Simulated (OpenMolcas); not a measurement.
**B2NH5 (SMILES BNB) at 6 levels**

Wanted: a comparison of 6 runs (HF/STO-3G, B3LYP/6-31G*, PBE0/aug-cc-pVDZ, SVWN5/aug-cc-pVDZ, MP2/aug-cc-pVDZ, CCSD(T)/aug-cc-pVDZ) of B2NH5. 

The results are computed with OpenMolcas 26.06.

1 further run of the same task is left out (set aside as unsound or not needed).

## (1) The structure to begin with

B2NH5: 8 atoms, total charge 0, spin state singlet. SMILES: `BNB`. The B1–H5 distance was set to 1.556 Å, away from the relaxed value.

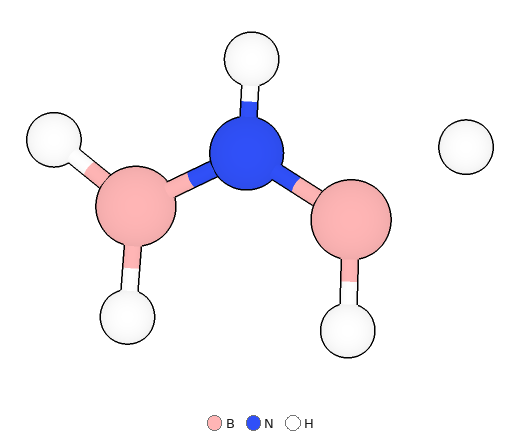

Viewed from a chosen angle; boron pink, nitrogen blue, hydrogen white.

## (2) The energy at HF/STO-3G (run 1)

coord.xyz

```xyz
8

B     -0.747319     0.314005    -0.615059
N      0.340881     0.036805     0.249041
B      0.776081    -1.251795     0.645941
H     -1.368519    -0.602295    -1.061859
H     -1.097800     1.791200    -0.954100
H      0.851881     0.828605     0.614741
H      1.712481    -1.355095     1.383841
H      0.190581    -2.204995     0.229141
```

mol.inp

```
&GATEWAY
  BASLIB = $CurrDir
  COORD = coord.xyz
  BASIS = STO-3G
  GROUP = NoSym

&SEWARD

&SCF
  THRESHOLDS = 1e-10 1e-07 1e-07 1e-05
  PRORBITALS = 1 2
```

The basis set STO-3G is read from a file made from the Basis Set Exchange's data (not shown).

Run with:

```bash
$ export MOLCAS_MEM=1860
$ pymolcas mol.inp > mol.log
```

Output:

```text
--- Start Module: gateway ---
[...]
--- Stop Module: gateway /rc=_RC_ALL_IS_WELL_ ---
--- Start Module: seward ---
[...]
      Basis functions           20
--- Stop Module: seward /rc=_RC_ALL_IS_WELL_ ---
--- Start Module: scf ---
[...]
       Convergence after  10 Iterations
[...]
::    Total SCF energy                               -105.3955783100
[...]
      Total spin, S                                     0.0000000000
[...]
      Total electronic charge=   22.000000
      Total            charge=   -0.000000
[...]
      Dipole Moment (debye):
      Origin of the operator (angstrom)=    0.1310   -0.2768    0.0984
                   X=  6.7380E-01               Y=  5.9428E-01               Z=  5.0207E-01           Total=  1.0292E+00
      Quadrupole Moment (debye*angstrom):
[...]
--- Stop Module: scf /rc=_RC_ALL_IS_WELL_ ---
[...]
```

Wall time 1.4 s (1 thread of Arm Neoverse V2, shared host); peak memory 0.37 GiB.

## (3) A single-point energy at B3LYP/6-31G(d) (Cartesian functions) (run 2)

geom.xyz

```xyz
8

B     -0.747319     0.314005    -0.615059
N      0.340881     0.036805     0.249041
B      0.776081    -1.251795     0.645941
H     -1.368519    -0.602295    -1.061859
H     -1.097800     1.791200    -0.954100
H      0.851881     0.828605     0.614741
H      1.712481    -1.355095     1.383841
H      0.190581    -2.204995     0.229141
```

run.input

```
>>> EXPORT MOLCAS_PRINT=2
&gateway
baslib=$CurrDir
coord=geom.xyz
basis=6-31Gs
group=NoSym
&seward
gridinput
Grid=UltraFine
End of Grid
&scf
ksdft=B3LYP
thresholds=1e-10 1e-07 1e-07 1e-05
prorbitals=1 2
```

The basis set 6-31G* is read from a file made from the Basis Set Exchange's data (not shown).

Run with:

```bash
$ export MOLCAS_MEM=1860
$ pymolcas run.input > run.log
```

Output:

```text
--- Start Module: gateway ---
[...]
--- Stop Module: gateway /rc=_RC_ALL_IS_WELL_ ---
--- Start Module: seward ---
[...]
      Basis functions           55
--- Stop Module: seward /rc=_RC_ALL_IS_WELL_ ---
--- Start Module: scf ---
[...]
       Convergence after  13 Iterations
[...]
::    Total KS-DFT energy                            -107.4804699418
[...]
      Total spin, S                                     0.0000000000
[...]
      Total electronic charge=   22.000000
      Total            charge=   -0.000000
[...]
      Dipole Moment (debye):
      Origin of the operator (angstrom)=    0.1310   -0.2768    0.0984
                   X=  9.0070E-01               Y=  4.4764E-01               Z=  6.8602E-01           Total=  1.2175E+00
      Quadrupole Moment (debye*angstrom):
[...]
--- Stop Module: scf /rc=_RC_ALL_IS_WELL_ ---
[...]
```

Wall time 12 s (1 thread of Arm Neoverse V2, shared host); peak memory 0.39 GiB.

## (4) A single-point energy at PBE0/aug-cc-pVDZ (run 3)

mol.input

```
>>> EXPORT MOLCAS_PRINT=2
&GATEWAY
BasLib=$CurrDir
Coord
8
angstrom
B       -0.747319       0.314005      -0.615059
N        0.340881       0.036805       0.249041
B        0.776081      -1.251795       0.645941
H       -1.368519      -0.602295      -1.061859
H       -1.097800       1.791200      -0.954100
H        0.851881       0.828605       0.614741
H        1.712481      -1.355095       1.383841
H        0.190581      -2.204995       0.229141
Basis=aug-cc-pVDZ
Group=NoSym
&SEWARD
GridInput
Grid=UltraFine
End of Grid
&SCF
KSDFT=PBE0
Thresholds=1e-10 1e-07 1e-07 1e-05
PrOrbitals=1 2
```

The basis set aug-cc-pVDZ is read from a file made from the Basis Set Exchange's data (not shown).

Run with:

```bash
$ export MOLCAS_MEM=1860
$ pymolcas mol.input > mol.log
```

Output:

```text
--- Start Module: gateway ---
[...]
--- Stop Module: gateway /rc=_RC_ALL_IS_WELL_ ---
--- Start Module: seward ---
[...]
      Basis functions          114
--- Stop Module: seward /rc=_RC_ALL_IS_WELL_ ---
[...]
--- Start Module: scf ---
[...]
       Convergence after  13 Iterations
[...]
::    Total KS-DFT energy                            -107.3333031944
[...]
      Total spin, S                                     0.0000000000
[...]
      Total electronic charge=   22.000000
      Total            charge=   -0.000000
[...]
      Dipole Moment (debye):
      Origin of the operator (angstrom)=    0.1310   -0.2768    0.0984
                   X=  8.4331E-01               Y=  3.5171E-01               Z=  6.4522E-01           Total=  1.1186E+00
      Quadrupole Moment (debye*angstrom):
[...]
--- Stop Module: scf /rc=_RC_ALL_IS_WELL_ ---
[...]
```

Run time: 45 s. Hardware: 1 thread of Arm Neoverse V2, shared host; peak memory 0.69 GiB.

Runs 4 to 5 aren't shown in full; the table further down has their settings and results.

## (5) The energy at CCSD(T)/aug-cc-pVDZ (Cholesky decomposition) (run 6)

struct.xyz

```xyz
8

B     -0.747319     0.314005    -0.615059
N      0.340881     0.036805     0.249041
B      0.776081    -1.251795     0.645941
H     -1.368519    -0.602295    -1.061859
H     -1.097800     1.791200    -0.954100
H      0.851881     0.828605     0.614741
H      1.712481    -1.355095     1.383841
H      0.190581    -2.204995     0.229141
```

test.inp

```
&GATEWAY
 BASLIB
 $CurrDir
 COORD
 struct.xyz
 BASIS
 aug-cc-pVDZ
 GROUP
 NoSym

&SEWARD
 HIGH

&SCF
 THRESHOLDS
 1e-10 1e-07 1e-07 1e-05
 PRORBITALS
 1 1

&CHCC
 FROZEN
 3
 THRESHOLD
 1e-08
 MAXITERATIONS
 80

&CHT3
 FROZEN
 3
```

The basis set aug-cc-pVDZ is read from a file made from the Basis Set Exchange's data (not shown).

Run with:

```bash
$ export MOLCAS_MEM=1860
$ pymolcas test.inp > test.log
```

Output:

```text
--- Start Module: gateway ---
[...]
--- Stop Module: gateway /rc=_RC_ALL_IS_WELL_ ---
[...]
      Basis functions          114
[...]
       Convergence after  12 Iterations
[...]
::    Total SCF energy                               -106.7586658730
[...]
      Total spin, S                                     0.0000000000
[...]
      Total electronic charge=   22.000000
      Total            charge=   -0.000000
[...]
      Dipole Moment (debye):
      Origin of the operator (angstrom)=    0.1310   -0.2768    0.0984
                   X=  8.1878E-01               Y=  1.5675E-01               Z=  6.3455E-01           Total=  1.0477E+00
      Quadrupole Moment (debye*angstrom):
[...]
--- Start Module: chcc ---
[...]
--- Stop Module: chcc /rc=_RC_ALL_IS_WELL_ ---
[...]
--- Start Module: cht3 ---
[...]
--- Stop Module: cht3 /rc=_RC_ALL_IS_WELL_ ---
[...]
```

It took 4.4 min on 1 thread of Arm Neoverse V2, shared host; peak memory 0.27 GiB.

## (6) Overview of the runs

```csv
run,level,Cartesian functions,integration grid,energy (Eh),dipole moment (D) of the reference,HOMO energy (eV),LUMO energy (eV),wall time
1,HF/STO-3G,no,–,-105.395578,1.03,-9.99,6.53,1.4 s
2,B3LYP/6-31G* (Cartesian functions),yes,UltraFine,-107.480470,1.22,-8.17,-1.31,12 s
3,PBE0/aug-cc-pVDZ,no,UltraFine,-107.333303,1.12,-8.54,-1.53,45 s
4,SVWN5/aug-cc-pVDZ,no,UltraFine,-106.408368,1.17,-7.28,-2.83,34 s
5,MP2/aug-cc-pVDZ,no,–,-107.112366,1.05,-11.66,1.01,12 s
6,CCSD(T)/aug-cc-pVDZ (Cholesky decomposition),no,–,-107.165152,1.05,-11.66,1.01,4.4 min
```

## (7) Outcome

```
                                          quantity          value
                               run 6: total energy  -107.16515 Eh
         run 6: dipole moment (mean-field density)         1.05 D
        run 6: HOMO energy (Hartree–Fock orbitals)      -11.66 eV
        run 6: LUMO energy (Hartree–Fock orbitals)        1.01 eV
      run 6: HOMO–LUMO gap (Hartree–Fock orbitals)       12.67 eV
run 6: correlation energy (3 core orbitals frozen)     -406.5 mEh
                             run 6: (T) correction     -12.13 mEh
```

What this shows: Over runs 1, 2, 3, 4 the dipole moment (its size) runs from 1.03 D (HF/STO-3G) to 1.22 D (B3LYP/6-31G*). The two ends differ in method and basis. Over runs 1, 2, 3, 4 the HOMO–LUMO gap runs from 4.44 eV (SVWN5/aug-cc-pVDZ) to 16.52 eV (HF/STO-3G). Totals of different functionals can't be ranked against each other. In run 1 the basis is minimal, so the values are rough. All runs together took 6.2 min, the longest 4.4 min.
